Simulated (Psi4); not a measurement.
# B2PLYP/6-311+G(d,p) (density fitting for correlation) run of C2H4Al− (SMILES C#[C][AlH3-])

What is the vertical ionisation energy of C2H4Al− at B2PLYP/6-311+G** (density fitting for correlation)? 

The results are computed with Psi4 1.11.

2 further runs of the same task are left out: 1 that didn't finish, 1 set aside as unsound or not needed.

### 1 The molecule

C2H4Al− has 7 atoms, charge -1, and is taken as a singlet. SMILES: `C#[C][AlH3-]`. Geometry: a GFN2-xTB relaxation, a rough one for these elements and not checked as a minimum.

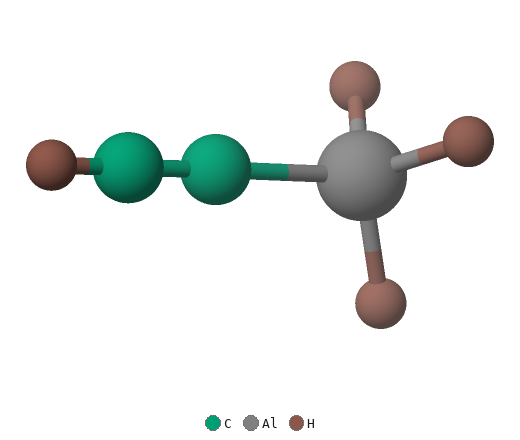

The structure, seen from a chosen angle (carbon teal, aluminium grey, hydrogen brown).

### 2 The energy at B2PLYP/6-311+G(d,p) (density fitting for correlation)

calc.inp

```
memory 1600 MB

molecule m {
  -1 1
  C     -0.916000    -1.890510     0.036740
  C     -0.396540    -0.796130     0.007040
  Al     0.491510     1.012710    -0.020910
  H     -1.380740    -2.845310     0.060780
  H      0.284440     1.706620    -1.474090
  H     -0.163180     1.963600     1.120790
  H      2.080500     0.849040     0.269660
  symmetry c1
  no_reorient
  no_com
}

set {
  basis 6-311+G**
  puream true
  e_convergence 1e-09
  d_convergence 1e-08
  scf_type pk
  dft_radial_points 99
  dft_spherical_points 590
  num_frozen_docc 7
}

result = energy("b2plyp")
```

On the command line:

```sh
$ psi4 -i calc.inp -o calc.out -n 1
```

calc.out:

```text
[...]
  Running in c1 symmetry.
[...]
  Nuclear repulsion =   74.135103438769605
[...]
  Multiplicity = 1
[...]
  Nalpha       = 15
  Nbeta        = 15
[...]
    Number of basis functions: 98
[...]
   @RKS iter   1:  -320.51261109488792   -9.58985e-01   6.05584e-03 DIIS/ADIIS
[...]
   @RKS iter  10:  -320.72036863025573   -1.22782e-11   4.34713e-09 DIIS
[...]
    Orbital Energies [Eh]
    ---------------------
    Doubly Occupied:
       1A    -56.811832     2A    -10.434252     3A    -10.425449
       4A     -4.208682     5A     -2.664399     6A     -2.663677
       7A     -2.663676     8A     -0.682939     9A     -0.457779
      10A     -0.317333    11A     -0.205680    12A     -0.170249
      13A     -0.170223    14A     -0.133282    15A     -0.133237
[...]
  @RKS Final Energy:  -320.72036863025573
   => Energetics <=
    Nuclear Repulsion Energy =             74.1351034387696046
    One-Electron Energy =                -594.7532368567980257
    Two-Electron Energy =                 214.7758680972064838
    DFT Exchange-Correlation Energy =     -14.8781033094338486
    Empirical Dispersion Energy =           0.0000000000000000
    VV10 Nonlocal Energy =                  0.0000000000000000
    Total Energy =                       -320.7203686302557344
[...]
 Multipole Moments:
 ------------------------------------------------------------------------------------
     Multipole            Electronic (a.u.)      Nuclear  (a.u.)        Total (a.u.)
 ------------------------------------------------------------------------------------
 L = 1.  Multiply by 2.5417464519 to convert [e a0] to [Debye]
 Dipole X            :          0.5732673           -1.2558931           -0.6826258
 Dipole Y            :          1.0129299           -2.4200967           -1.4071668
 Dipole Z            :          0.0921163           -0.0604901            0.0316262
 Magnitude           :                                                    1.5643198
[...]
```

It took 18 s on 1 thread of Intel Xeon Platinum 8488C (Sapphire Rapids), shared host; peak memory 0.84 GiB.

### 3 Doublet neutral C2H4Al at the same level

input.in

```
memory 1600 mb

molecule {
  0 2
  C     -0.916000    -1.890510     0.036740
  C     -0.396540    -0.796130     0.007040
  Al     0.491510     1.012710    -0.020910
  H     -1.380740    -2.845310     0.060780
  H      0.284440     1.706620    -1.474090
  H     -0.163180     1.963600     1.120790
  H      2.080500     0.849040     0.269660
  symmetry c1
}

set {
  basis                6-311+G**
  reference            uks
  puream               true
  e_convergence        1e-09
  d_convergence        1e-08
  scf_type             pk
  dft_radial_points    99
  dft_spherical_points 590
  num_frozen_docc      7
  maxiter              200
}

energy('b2plyp')
```

On the command line:

```sh
$ psi4 input.in input.out -n 1
```

input.out:

```text
[...]
  Running in c1 symmetry.
[...]
  Nuclear repulsion =   74.135103438769605
[...]
  Multiplicity = 2
[...]
  Nalpha       = 15
  Nbeta        = 14
[...]
    Number of basis functions: 98
[...]
   @UKS iter   1:  -320.36911006444376   -8.15484e-01   5.73944e-03 ADIIS/DIIS
[...]
   @UKS iter  26:  -320.55237526709749   -9.03810e-12   6.54158e-09 DIIS
[...]
   @S^2 Observed:                7.804586549E-01
[...]
    Orbital Energies [Eh]
    ---------------------
    Alpha Occupied:
       1A    -57.043025     2A    -10.646939     3A    -10.627046
       4A     -4.439668     5A     -2.897872     6A     -2.894071
       7A     -2.893039     8A     -0.892548     9A     -0.647293
      10A     -0.553512    11A     -0.457019    12A     -0.402214
      13A     -0.373936    14A     -0.368670    15A     -0.345974
    Alpha Virtual:
      16A      0.023723    17A      0.032821    18A      0.037032
      19A      0.045100    20A      0.045233    21A      0.048811
      22A      0.048900    23A      0.098525    24A      0.102482
      25A      0.104290    26A      0.119457    27A      0.124800
[...]
  @UKS Final Energy:  -320.55237526709749
   => Energetics <=
    Nuclear Repulsion Energy =             74.1351034387696046
    One-Electron Energy =                -588.4387601486471340
    Two-Electron Energy =                 208.4940607080060317
    DFT Exchange-Correlation Energy =     -14.7427792652260212
    Empirical Dispersion Energy =           0.0000000000000000
    VV10 Nonlocal Energy =                  0.0000000000000000
    Total Energy =                       -320.5523752670974886
[...]
 Multipole Moments:
 ------------------------------------------------------------------------------------
     Multipole            Electronic (a.u.)      Nuclear  (a.u.)        Total (a.u.)
 ------------------------------------------------------------------------------------
 L = 1.  Multiply by 2.5417464519 to convert [e a0] to [Debye]
 Dipole X            :         -0.9480844            0.3990810           -0.5490034
 Dipole Y            :         -1.0595464            0.7956921           -0.2638543
 Dipole Z            :          0.4406876            0.0011357            0.4418233
 Magnitude           :                                                    0.7524836
[...]
```

It took 50 s on 1 thread of Intel Xeon Platinum 8488C (Sapphire Rapids), shared host; peak memory 0.84 GiB.

### 4 Summary of results

Level: B2PLYP/6-311+G** (density fitting for correlation), 7 core orbitals frozen.

| quantity | value |
| --- | --- |
| singlet C2H4Al−: total energy | -320.84150 Eh |
| singlet C2H4Al−: HOMO energy (SCF part's orbitals) | -3.63 eV |
| singlet C2H4Al−: LUMO energy (SCF part's orbitals) | 3.80 eV |
| singlet C2H4Al−: HOMO–LUMO gap (to an unbound level, set by the basis) | 7.43 eV |
| doublet neutral C2H4Al: total energy | -320.67019 Eh |
| doublet neutral C2H4Al: HOMO energy (SCF part's orbitals) (highest over α and β) | -8.68 eV |
| doublet neutral C2H4Al: LUMO energy (SCF part's orbitals) (lowest over α and β) | -5.55 eV |
| doublet neutral C2H4Al: ⟨S²⟩ | 0.780 |
| vertical detachment energy (to the doublet neutral) | 4.662 eV |

What this shows: Removing an electron at fixed nuclei costs 4.66 eV (107 kcal/mol). −ε(HOMO) before ionisation, 3.63 eV, is 1.04 eV below this ionisation energy.
